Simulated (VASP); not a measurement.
# MnS (Rambergite): structure and properties in VASP

What structure does MnS (Rambergite) take at this level, and what are its properties? The steps: magnetic order: ferromagnetic, magnetic order: antiferromagnetic within the cell, magnetic order: antiferromagnetic, q = (0, 0, 1/2), magnetic order: antiferromagnetic, q = (1/2, 1/2, 1/2), magnetic order: antiferromagnetic, q = (1/2, 1/2, 0), the orders side by side, relaxing cell and atoms (r2SCAN), second relaxation, density, ELF and potential (r2SCAN), band structure (r2SCAN), density of states (r2SCAN), electric field gradients (r2SCAN), independent-particle dielectric function (r2SCAN) and a single point (r2SCAN), changed input. The start is a cell from a database of measured crystal structures.

Method: r2SCAN, spin-polarised from a ferromagnetic start; plane waves and PAW (Mn_pv, S), in the first sound run; inputs show where later runs differ, in VASP 6.6.1.

The database entry behind the starting cell differs from later determinations by our own check (about 0.3 % short against later determinations), so it need not match the best structure at ambient conditions.

## Step 1: The starting structure

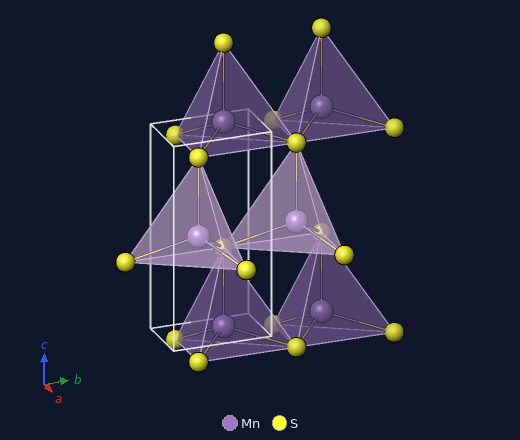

Start, viewed slightly off an axis; manganese light purple, sulfur yellow. 1×2×1 cells are drawn. Some periodic images of atoms are drawn too.

## Step 2: Magnetic order: ferromagnetic

The properties of a magnet depend on its order, so a few collinear patterns are compared first on the cell as listed, beginning with all moments parallel. r2SCAN adds the kinetic-energy density, costs more than a GGA and is run with LASPH.

INCAR reads:

```
SYSTEM = MnS
PREC = Accurate
ENCUT = 400
EDIFF = 1E-06
NELM = 100
ISMEAR = 0
SIGMA = 0.05
LREAL = .FALSE.
ALGO = Normal
METAGGA = R2SCAN
LASPH = .TRUE.
NBANDS = 32
ISPIN = 2
MAGMOM = 4 4 0 0
LMAXMIX = 4
LORBIT = 11
LWAVE = .FALSE.
LCHARG = .FALSE.
KPAR = 8
ISIF = 2
```

POSCAR reads:

```
MnS
1.0
    3.9760000000      0.0000000000      0.0000000000
   -1.9880000000      3.4433170054      0.0000000000
    0.0000000000      0.0000000000      6.4320000000
Mn S
2 2
Direct
    0.3333333333      0.6666666667      0.0000000000
    0.6666666667      0.3333333333      0.5000000000
    0.3333333333      0.6666666667      0.3850000000
    0.6666666667      0.3333333333      0.8850000000
```

KPOINTS reads:

```
Automatic mesh
0
Gamma
7 7 4
0 0 0
```

Potentials, in the order of the species: Mn_pv and S (PBE family, release 64).

Started as:

```
> mpirun -np 8 vasp_std
```

The log of the run:

```text
[banner, memory and clock lines left out]
running    8 mpi-ranks, on    1 nodes
 distrk:  each k-point on    1 cores,    8 groups
 distr:  one band on    1 cores,    1 groups

 POSCAR found type information on POSCAR MnS
 POSCAR found :  2 types and       4 ions
|                                                                             |
|           W    W    AA    RRRRR   N    N  II  N    N   GGGG   !!!           |
|           W    W   A  A   R    R  NN   N  II  NN   N  G    G  !!!           |
|           W    W  A    A  R    R  N N  N  II  N N  N  G       !!!           |
|           W WW W  AAAAAA  RRRRR   N  N N  II  N  N N  G  GGG   !            |
|           WW  WW  A    A  R   R   N   NN  II  N   NN  G    G                |
|           W    W  A    A  R    R  N    N  II  N    N   GGGG   !!!           |
|                                                                             |
|     For optimal performance we recommend to set                             |
|       NCORE = 2 up to number-of-cores-per-socket                            |
|     NCORE specifies how many cores store one orbital (NPAR=cpu/NCORE).      |
|     This setting can greatly improve the performance of VASP for DFT.       |
|     The default, NCORE=1 might be grossly inefficient on modern             |
|     multi-core architectures or massively parallel machines. Do your        |
|     Unfortunately you need to use the default for GW and RPA                |
|     calculations (for HF NCORE is supported but not extensively tested      |
|     yet).                                                                   |
|                                                                             |

|                                                                             |
|               ----> ADVICE to this user running VASP <----                  |
|                                                                             |
|     You enforced a specific xc type in the INCAR file but a different       |
|     [... a line on the potential file left out ...]
|     I HOPE YOU KNOW WHAT YOU ARE DOING!                                     |
|                                                                             |

 LDA part: xc-table for (None), standard interpolation
 POSCAR, INCAR and KPOINTS ok, starting setup
 FFT: planning ... GRIDC
 FFT: planning ... GRID_SOFT
 FFT: planning ... GRID
 WAVECAR not read
 entering main loop
       N       E                     dE             d eps       ncg     rms          rms(c)
DAV:   1     0.301449145466E+03    0.30145E+03   -0.18618E+04  3408   0.104E+03
DAV:   2    -0.362968723233E+02   -0.33775E+03   -0.31951E+03  3200   0.324E+02
DAV:   3    -0.581723891293E+02   -0.21876E+02   -0.21573E+02  3768   0.907E+01
DAV:   4    -0.585756431771E+02   -0.40325E+00   -0.40297E+00  3320   0.128E+01
DAV:   5    -0.585832205623E+02   -0.75774E-02   -0.75771E-02  3680   0.191E+00    0.159E+01
DAV:   6    -0.494152074538E+02    0.91680E+01   -0.20349E+01  3232   0.445E+01    0.193E+01
DAV:   7    -0.498014140909E+02   -0.38621E+00   -0.21049E+00  3200   0.106E+01    0.117E+01
DAV:   8    -0.497550509825E+02    0.46363E-01   -0.25372E-01  3488   0.568E+00    0.687E+00
DAV:   9    -0.497699961300E+02   -0.14945E-01   -0.16998E-01  3312   0.339E+00    0.100E+00
DAV:  10    -0.497699086905E+02    0.87440E-04   -0.33858E-02  3480   0.187E+00    0.444E-01
DAV:  11    -0.497710700193E+02   -0.11613E-02   -0.25276E-03  3368   0.318E-01    0.179E-01
DAV:  12    -0.497713990409E+02   -0.32902E-03   -0.29006E-04  3592   0.137E-01    0.110E-01
DAV:  13    -0.497715640731E+02   -0.16503E-03   -0.11115E-04  3320   0.730E-02    0.769E-02
DAV:  14    -0.497716169461E+02   -0.52873E-04   -0.23302E-05  3432   0.441E-02    0.246E-02
DAV:  15    -0.497716566374E+02   -0.39691E-04   -0.94614E-06  3192   0.197E-02    0.527E-03
DAV:  16    -0.497716573773E+02   -0.73991E-06   -0.54782E-07  2256   0.624E-03
   1 F= -.49771657E+02 E0= -.49771657E+02  d E =-.195426E-18  mag=     9.9999
```

Run time: 39 s. Hardware: 8 MPI ranks of AMD EPYC 9R45, shared host; peak memory 2 GiB.

Lines that name or quote the potential files are left out of all logs, and their timing lines are given in words.

Parts of OUTCAR (step 2):

```text
ion  position               nearest neighbor table
   1  0.333  0.667  0.000-   4 2.41   4 2.41   4 2.41   3 2.48
   2  0.667  0.333  0.500-   3 2.41   3 2.41   3 2.41   4 2.48
   3  0.333  0.667  0.385-   2 2.41   2 2.41   2 2.41   1 2.48
   4  0.667  0.333  0.885-   1 2.41   1 2.41   1 2.41   2 2.48

  LATTYP: Found a hexagonal cell.
 ALAT       =     3.9760000000
 C/A-ratio  =     1.6177062374

 Subroutine GETGRP returns: Found 12 space group operations
 (whereof  6 operations were pure point group operations)

The static configuration has the point symmetry C_3v.
 The point group associated with its full space group is C_6v.

 Found     24 irreducible k-points:

   k-points           NKPTS =     24   k-points in BZ     NKDIM =     24   number of bands    NBANDS=     32

   dimension x,y,z NGX =    28 NGY =   28 NGZ =   42
   dimension x,y,z NGXF=    56 NGYF=   56 NGZF=   84

   ENCUT  =  400.0 eV  29.40 Ry    5.42 a.u.   6.48  6.48 10.49*2*pi/ulx,y,z

   NELECT =      38.0000    total number of electrons

 k-points in reciprocal lattice and weights: Automatic mesh
   0.00000000  0.00000000  0.00000000       0.005
   0.14285714  0.00000000  0.00000000       0.031
   0.28571429  0.00000000  0.00000000       0.031
   0.42857143  0.00000000  0.00000000       0.031
   0.14285714  0.14285714  0.00000000       0.031
   0.28571429  0.14285714  0.00000000       0.061
   0.42857143  0.14285714  0.00000000       0.031
   0.28571429  0.28571429  0.00000000       0.031
   0.00000000  0.00000000  0.25000000       0.010
[...]
0.42857143  0.14285714  0.50000000       0.031
   0.28571429  0.28571429  0.50000000       0.031

 average (electrostatic) potential at core
       1 -76.0328       2 -76.0328       3 -90.0893       4 -90.0893

 E-fermi :   4.6958

 spin component 1
 k-point     1 :       0.0000    0.0000    0.0000
  band No.  band energies     occupation
    ...
     20       3.4626      1.00000
     21       3.4626      1.00000
     22       4.1786      1.00000
     23       4.4032      1.00000
     24       4.4032      1.00000
     25       5.7440      0.00000
     26       7.3014      0.00000
     27      10.4448      0.00000
     28      10.4448      0.00000
     29      10.8713      0.00000
    ...

 k-point     2 :       0.1429    0.0000    0.0000
  band No.  band energies     occupation
    ...
     20       2.7664      1.00000
     21       3.1540      1.00000
     22       3.6300      1.00000
     23       4.0135      1.00000
     24       4.1974      1.00000
     25       6.6053      0.00000
     26       8.0328      0.00000
     27       9.8760      0.00000
     28      10.8279      0.00000
     29      10.9615      0.00000
    ...

 k-point     3 :       0.2857    0.0000    0.0000
  band No.  band energies     occupation
    ...
     20       1.6839      1.00000
     21       2.5110      1.00000
     22       2.5402      1.00000
     23       3.5396      1.00000
     24       3.7199      1.00000
     25       7.6831      0.00000
     26       8.4156      0.00000
     27       9.4816      0.00000
     28      10.4429      0.00000
     29      11.2153      0.00000
    ...

 k-point     4 :       0.4286    0.0000    0.0000
  band No.  band energies     occupation
    ...
     20       1.3901      1.00000
     21       1.5965      1.00000
     22       1.9780      1.00000
     23       3.0118      1.00000
     24       3.3142      1.00000
     25       8.0314      0.00000
     26       8.3167      0.00000
     27       8.9667      0.00000
     28      10.9211      0.00000
     29      11.1145      0.00000
    ...

 k-point     5 :       0.1429    0.1429    0.0000
  band No.  band energies     occupation
    ...
     20       2.0468      1.00000
     21       2.4855      1.00000
     22       2.8895      1.00000
     23       3.7176      1.00000
     24       3.7400      1.00000
     25       7.5918      0.00000
     26       8.9314      0.00000
     27       9.6092      0.00000
     28       9.9264      0.00000
     29      11.1326      0.00000
    ...

 k-point     6 :       0.2857    0.1429    0.0000
  band No.  band energies     occupation
    ...
     20       1.4409      1.00000
     21       1.7316      1.00000
     22       2.0188      1.00000
     23       3.1151      1.00000
     24       3.2254      1.00000
     25       8.6109      0.00000
     26       8.8955      0.00000
     27       9.1318      0.00000
     28      10.4436      0.00000
     29      10.8191      0.00000
    ...

  Total        1.0478012      1.0478012     -0.1350596      0.0000000      0.0000000      0.0000000
  in kB       19.0642651     19.0642651     -2.4573478      0.0000000      0.0000000      0.0000000
  external PRESSURE =      11.8903941 kB  Pullay stress =       0.0000000 kB

  energy-cutoff  :      400.00
  volume of cell :       88.06
      direct lattice vectors                 reciprocal lattice vectors
     3.976000000  0.000000000  0.000000000     0.251509054  0.145208820  0.000000000
    -1.988000000  3.443317005  0.000000000     0.000000000  0.290417640  0.000000000
     0.000000000  0.000000000  6.432000000     0.000000000  0.000000000  0.155472637

 POSITION                                       TOTAL-FORCE (eV/Angst)
 -----------------------------------------------------------------------------------
     -0.00000      2.29554      0.00000         0.000000     -0.000000      0.221831
      1.98800      1.14777      3.21600        -0.000000     -0.000000      0.221831
     -0.00000      2.29554      2.47632        -0.000000     -0.000000     -0.221831
      1.98800      1.14777      5.69232        -0.000000      0.000000     -0.221831
 -----------------------------------------------------------------------------------
    total drift:                                0.000000      0.000001      0.010999

  FREE ENERGIE OF THE ION-ELECTRON SYSTEM (eV)
  ---------------------------------------------------
  free  energy   TOTEN  =       -49.7716573773 eV

  energy  without entropy=      -49.7716573773  energy(sigma->0) =      -49.77165738

 total charge
# of ion       s       p       d       tot
------------------------------------------
    1        0.270   6.210   4.879  11.359
    2        0.270   6.210   4.879  11.359
    3        1.302   2.497   0.000   3.799
    4        1.302   2.497   0.000   3.799
--------------------------------------------------
tot          3.144  17.414   9.757  30.316

 magnetization (x)
# of ion       s       p       d       tot
------------------------------------------
    1        0.048   0.064   4.354   4.466
    2        0.048   0.064   4.354   4.466
    3        0.013   0.065   0.000   0.078
    4        0.013   0.065   0.000   0.078
--------------------------------------------------
tot          0.122   0.258   8.708   9.088

[... 6 further parts left out ...]
```

The gap is read on the k-mesh alone, so it is an upper bound where the band edges lie off the mesh. The valence top and the conduction bottom belong to opposite spins. The PAW data sets were made with PBE, which is usual practice but a small mismatch for other functionals.

This step gave:

```yaml
electronic_cycles: 16
electrons: 38
bands: 32
irreducible_k_points: 24
symmetry_operations: 12
free_energy_toten: -49.77 eV
fermi_energy: 4.696 eV
pressure: 1.189 GPa
moment_of_the_cell_from_the_last_line_of_the_log: 10.000 μB
metallic: no
valence_top_at_k: 0, 0, 0
conduction_bottom_at_k: 0.4286, 0, 0
least_direct_gap_at_k: 0, 0, 0
gap_on_the_k_mesh: 0.7468 eV
least_direct_gap_on_the_k_mesh: 1.341 eV
```

Spin moment in the PAW sphere by atom:

```csv
atom,spin moment in the PAW sphere (μB)
Mn1,4.47
Mn2,4.47
S3,0.08
S4,0.08
```

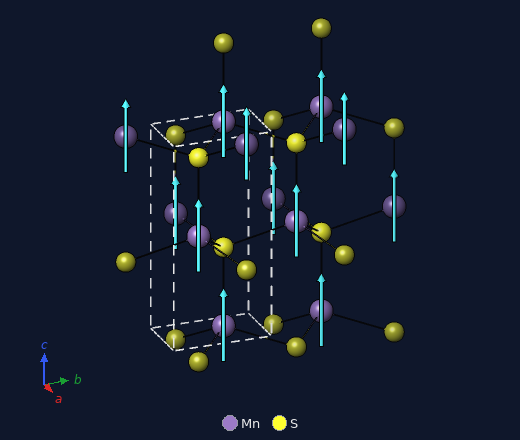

Spin moment in the PAW sphere as arrows, the longest 4.47 μB. Up and down stand for the sign. Arrows give size and sign along the axis of quantisation, drawn up and down the page. 1×2×1 cells are drawn. Some periodic images of atoms are drawn too.

Force by atom:

```csv
atom,x (eV/Å),y (eV/Å),z (eV/Å),size
Mn1,0.000,0.000,0.222,0.222
Mn2,0.000,0.000,0.222,0.222
S3,0.000,0.000,-0.222,0.222
S4,0.000,0.000,-0.222,0.222
```

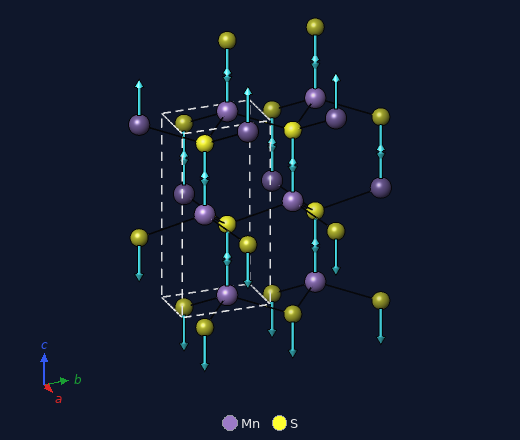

Force as arrows, the longest 0.222 eV/Å. 1×2×1 cells are drawn. Some periodic images of atoms are drawn too.

The run ends ferromagnetic with a largest moment of 4.47 μB, and the mesh shows a gap of 0.75 eV.

[end of part 1 of 7]

[Lines on the potential files, build, host, timing and source positions are cut from VASP's logs without a mark.]

[Logs are printed without paths, hosts, clocks, repeated set-up lines and the standing remarks that a program may print on its own settings, such as how far it seeks lower states.]

[Hosts, paths, dates, database ids (printed as entryN), source tags and the programs' standing remarks are cut or masked in the printed files.]

[A measured line is paired with the nearest computed mode of its activity, which favours agreement.]

[In band tables of VASP the shares of atoms and orbitals are scaled to a sum of 1 inside the atoms' spheres.]
